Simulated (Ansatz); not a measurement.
# H3O+ (oxonium): BCCD(T)/aug-cc-pVTZ

Aim: the energy change on altering one bond length of H3O+ (oxonium) at BCCD(T)/aug-cc-pVTZ, from 2 runs. 

Program for the calculation: Ansatz 0.2.0.

1 further run of the same task is left out (set aside as unsound or not needed).

## 1. The molecule

H3O+: 4 atoms, total charge +1, spin state singlet. SMILES: `[OH3+]`. The coordinates come from a PBE0-D4/def2-TZVP relaxation.

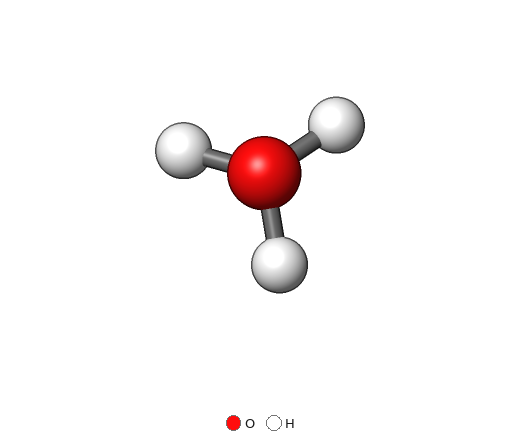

Viewed from a chosen angle; oxygen red, hydrogen white.

## 2. A single-point energy at BCCD(T)/aug-cc-pVTZ

The input, in.yaml:

```yaml
crystal:
  periodic: [false, false, false]
  atoms:
    - symbol: O
      position_ang: [0.181970, -0.056700, -0.052760]
    - symbol: H
      position_ang: [0.219060, 0.918440, 0.015140]
    - symbol: H
      position_ang: [-0.408890, -0.368290, -0.767380]
    - symbol: H
      position_ang: [0.007860, -0.493450, 0.805020]
basis:
  gaussian:
    orbitals: aug-cc-pVTZ
total_charge: 1
correlation:
  method: bccd_t
  frozen_orbitals: {H: 0, O: 1}
accuracy: high
scf:
  omitted_lower_state_checks: [cluster_reference, increment]
```

On the command line:

```console
$ ansatz run in.yaml --threads 1 --pin off --max-ram 3480MiB --events-out events.jsonl --progress --plain --runs-dir runs
```

What it wrote, cut to the lines that bear on the results:

```text
Warning: RAYON_NUM_THREADS=1 ignored (pool sized by the plan → 1); use --threads N
Functional definition: HF
  name "HF"
[...]
1745 factors; integrals over basis functions are off by at most 3.1e-9 eV
[...]
mean field -2077.31387299 eV, -76.3398767783 hartree, gradient 2.0e-8 eV, S^2 0.000000; 0 other end points of the search recorded, 0 dependent functions left out
1 core orbitals not correlated: weight in the atoms' cores, before any rotation towards them, 1.000 or more for the frozen orbitals, at most 0.000 for the correlated occupied ones
reference -2077.31387299 eV, -76.3398767783 hartree; 4, 4 occupied and 110, 110 virtual orbitals, 1745 factors
second order -7.08087475 eV of doubles, -0.00000000 eV of singles
cycle   1  -7.16004932 eV  change   -7.9e-2 eV  update   3.5e-2
[...]
cycle  19  -7.29539037 eV  change   1.8e-12 eV  update  3.3e-10
perturbative correction -0.20573360 eV, -0.0075605704 hartree
Total energy: -2084.81499696 eV, -76.6155379998 hartree
Checks for a lower state left out: cluster_reference, increment
```

Wall time 21 s (1 thread of Arm Neoverse V1, shared host); peak memory 1.3 GiB.

## 3. The distorted shape

The input, molecule.yaml:

```yaml
crystal:
  periodic: [false, false, false]
  atoms:
    - {symbol: O, position_ang: [0.270577, -0.009973, 0.054407]}
    - {symbol: H, position_ang: [0.307667, 0.965167, 0.122307]}
    - {symbol: H, position_ang: [-0.408890, -0.368290, -0.767380]}
    - {symbol: H, position_ang: [0.096467, -0.446723, 0.912187]}
basis:
  gaussian: {orbitals: aug-cc-pVTZ}
total_charge: 1
scf: {omitted_lower_state_checks: [cluster_reference, increment]}
correlation: {method: bccd_t, frozen_orbitals: {H: 0, O: 1}}
accuracy: high
```

On the command line:

```console
$ ansatz run molecule.yaml --threads 1 --pin off --max-ram 3480MiB --events-out events.jsonl --progress --plain --runs-dir runs
```

What it wrote, cut to the lines that bear on the results:

```text
Warning: RAYON_NUM_THREADS=1 ignored (pool sized by the plan → 1); use --threads N
Functional definition: HF
  name "HF"
[...]
1760 factors; integrals over basis functions are off by at most 3.0e-9 eV
[...]
mean field -2076.81797132 eV, -76.3216527284 hartree, gradient 3.0e-8 eV, S^2 0.000000; 0 other end points of the search recorded, 0 dependent functions left out
1 core orbitals not correlated: weight in the atoms' cores, before any rotation towards them, 1.000 or more for the frozen orbitals, at most 0.000 for the correlated occupied ones
reference -2076.81797132 eV, -76.3216527284 hartree; 4, 4 occupied and 110, 110 virtual orbitals, 1760 factors
second order -7.20822526 eV of doubles, -0.00000000 eV of singles
cycle   1  -7.25200758 eV  change   -4.4e-2 eV  update   3.9e-2
[...]
cycle  21  -7.40482283 eV  change  -1.5e-10 eV  update  5.2e-10
perturbative correction -0.22159280 eV, -0.0081433851 hartree
Total energy: -2084.44438695 eV, -76.6019183333 hartree
Checks for a lower state left out: cluster_reference, increment
```

Run time: 20 s. Hardware: 1 thread of Arm Neoverse V1, shared host; peak memory 1.3 GiB.

## 4. Results

At BCCD(T)/aug-cc-pVTZ, 1 core orbital frozen:

| quantity | value |
| --- | --- |
| first shape: total energy | -76.61554 Eh |
| first shape: correlation energy (1 core orbital frozen) | -275.7 mEh |
| first shape: (T) correction | -7.56 mEh |
| distorted shape: total energy | -76.60192 Eh |
| distorted shape: correlation energy (1 core orbital frozen) | -280.3 mEh |
| distorted shape: (T) correction | -8.14 mEh |
| energy change with the O1–H3 bond stretched from 0.978 to 1.125 Å | 0.371 eV |

With the O1–H3 bond stretched from 0.978 to 1.125 Å the energy rises by 0.37 eV (8.5 kcal/mol). The first shape isn't relaxed at this level, so the change isn't measured from a minimum. The triples (first shape) make up 2.7 % of the correlation energy. The triples (distorted shape) make up 2.9 % of the correlation energy.
